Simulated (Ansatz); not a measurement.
```xyz
6

Ga   -0.0321    0.2690    0.0458
N     1.0716   -1.0178   -0.4047
O    -1.3577    1.2531    0.5019
H     1.3870   -1.0985   -1.3726
H     1.7629   -1.3509    0.2690
H    -1.2447    2.2127    0.6208
```

Geometry: B3LYP-D3(BJ)/def2-SVP.

These are results of isolated molecule in a Gaussian basis; Kohn-Sham density functional theory, functional PBE0 in Ansatz, not measurements.

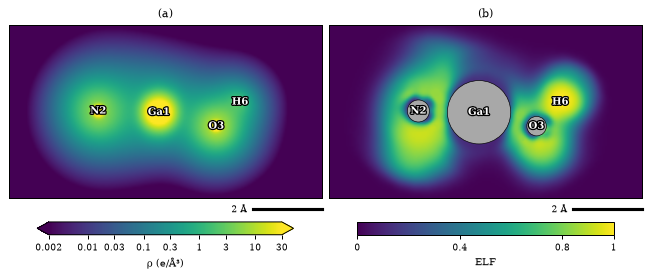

GaH₃NO (SMILES [NH2][Ga+][OH]) (charge +1). (a) electron density; (b) ELF on the plane of atoms N2, Ga1 and O3. Grey discs cover the atomic cores in the ELF map.

> Read the bonding off the picture.

The section cuts through Ga, N, O and H sites. Ga–O (1.71 Å): the density is about 1.1 e/Å³ at the midpoint; the ELF peaks at about 0.80 in the valence shell of O, 0.6 Å from its nucleus, and is about 0.25 at the midpoint. Ga–N (1.75 Å): ρ at the midpoint is about 1.1 e/Å³; the ELF peaks at about 0.85 in the valence shell of N, 0.6 Å from its nucleus, and is about 0.35 at the midpoint. O–H (0.97 Å): ρ is about 3.7 e/Å³ halfway; the ELF climbs to about 1 towards the hydrogen, as it does in any bond to H: a covalent bond by its length. The ELF also peaks beside O3 and N2, away from the bonds: lone-pair regions.
